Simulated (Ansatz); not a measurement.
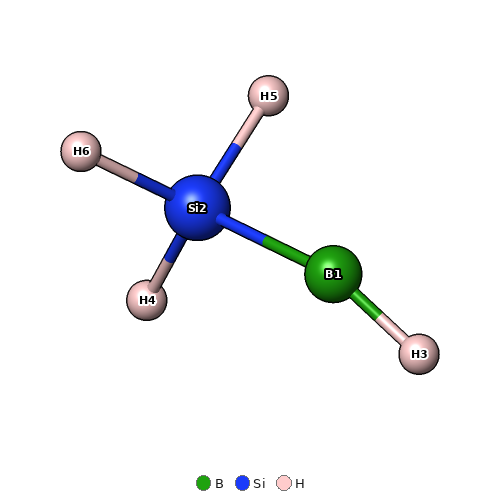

The system is BH₄Si, SMILES [BH][SiH3], spin multiplicity 2; the picture shows the reference structure. First axis: bond length Si2–H4. Second axis: angle H5–Si2–H4. Nothing is relaxed (all other coordinates rigid). The scan uses a 15 × 15 grid. Points are written as (first, second). Energies are in kJ/mol, from the lowest grid point. Computed with Ansatz, UKS PBE-D4/def2-TZVP.

Its coordinates:

```xyz
6

B     0.9037   -0.8110    0.7313
Si   -0.3488    0.4097   -0.1746
H     1.2931   -1.9392    0.7935
H    -1.5700   -0.1817   -0.8195
H     0.5120    1.0019   -1.2576
H    -0.7900    1.5203    0.7269
```

Range: bond length Si2–H4 from 1.322 to 1.878 Å; angle H5–Si2–H4 from 73.1 to 143.1°.

> Predict the map.

The lowest grid point is at (1.521 Å, 108.1°). It is the only kind of minimum in the scanned range. The highest grid point, (1.878 Å, 143.1°), lies 122 kJ/mol above the lowest. Round the minimum the two coordinates are nearly uncoupled.

| angle H5–Si2–H4 ↓, bond length Si2–H4 → | 1.322 | 1.362 | 1.401 | 1.441 | 1.481 | 1.521 | 1.560 | 1.600 | 1.640 | 1.679 | 1.719 | 1.759 | 1.798 | 1.838 | 1.878 |
| --- | --- | --- | --- | --- | --- | --- | --- | --- | --- | --- | --- | --- | --- | --- | --- |
| 143.1 | 93 | 79 | 70 | 64 | 61 | 61 | 63 | 67 | 73 | 79 | 87 | 95 | 104 | 113 | 122 |
| 138.1 | 78 | 64 | 54 | 48 | 46 | 46 | 48 | 52 | 58 | 64 | 72 | 80 | 89 | 98 | 108 |
| 133.1 | 64 | 50 | 41 | 35 | 32 | 32 | 34 | 39 | 44 | 51 | 59 | 67 | 76 | 86 | 95 |
| 128.1 | 53 | 39 | 29 | 23 | 21 | 21 | 23 | 27 | 33 | 40 | 48 | 56 | 65 | 75 | 85 |
| 123.1 | 44 | 30 | 20 | 14 | 12 | 12 | 14 | 18 | 24 | 31 | 39 | 48 | 56 | 66 | 76 |
| 118.1 | 38 | 23 | 14 | 8 | 5 | 5 | 8 | 12 | 18 | 24 | 32 | 41 | 50 | 59 | 69 |
| 113.1 | 34 | 20 | 10 | 4 | 1 | 1 | 4 | 8 | 13 | 20 | 28 | 37 | 45 | 55 | 65 |
| 108.1 | 33 | 19 | 9 | 3 | 0 | 0 | 2 | 6 | 12 | 18 | 26 | 35 | 43 | 53 | 63 |
| 103.1 | 35 | 21 | 11 | 4 | 2 | 1 | 3 | 7 | 13 | 19 | 27 | 35 | 44 | 53 | 63 |
| 98.1 | 40 | 25 | 15 | 9 | 6 | 5 | 7 | 11 | 16 | 23 | 30 | 38 | 47 | 56 | 66 |
| 93.1 | 48 | 33 | 22 | 16 | 13 | 12 | 14 | 17 | 22 | 28 | 36 | 44 | 52 | 61 | 70 |
| 88.1 | 58 | 43 | 32 | 26 | 22 | 21 | 23 | 26 | 31 | 37 | 44 | 52 | 60 | 68 | 77 |
| 83.1 | 71 | 56 | 45 | 38 | 34 | 33 | 34 | 37 | 42 | 47 | 54 | 62 | 69 | 78 | 87 |
| 78.1 | 87 | 71 | 60 | 53 | 49 | 47 | 48 | 51 | 55 | 60 | 67 | 74 | 81 | 89 | 98 |
| 73.1 | 105 | 89 | 77 | 70 | 65 | 64 | 64 | 66 | 70 | 75 | 81 | 88 | 95 | 103 | 111 |

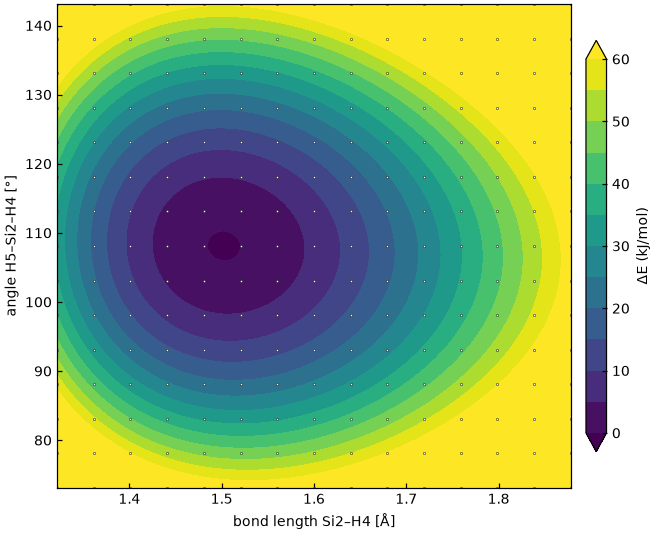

Drawn: filled contours, dots at the grid points, one colour for all values above the top of the scale. Between grid points the surface is interpolated.

Time for the 225 points that were run: 14 min on 1 thread of Arm Neoverse V1 (shared host).
